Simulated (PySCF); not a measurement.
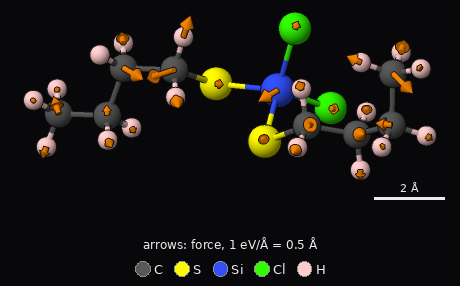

Starting geometry of C8H18Cl2S2Si with the computed forces as orange arrows. Style: ball-and-stick. Shown at a tilt.

The start comes from GFN2-xTB. Its atoms were then displaced at random by about 0.01 Å.

Computed with PBE0-D3(BJ)/def2-SVP geometry optimisation, gas phase (PySCF). 

Is this structure relaxed? If not, where do the atoms go?

Answer. It isn't relaxed: the largest force vector, on a C atom, is 2.59 eV/Å. The final displacements have little in common with the starting forces (cosine between the two patterns 0.08). The largest move after the best rigid fit is that of an H atom, 0.44 Å. Largest moves by element: H 0.44 Å, C 0.27 Å, S 0.13 Å, Cl 0.12 Å, Si 0.07 Å. Among the contacts that change: C–C 1.570 → 1.519 Å, S–Si 2.166 → 2.116 Å, C–H 1.058 → 1.099 Å, Cl–Si 2.021 → 2.058 Å. Bond angles that change, for instance: H–C–H 112.0° → 108.3°, H–C–H 109.0° → 105.6°, C–C–H 108.2° → 111.2°. After 12 geometry steps the energy has fallen by 0.313 eV.
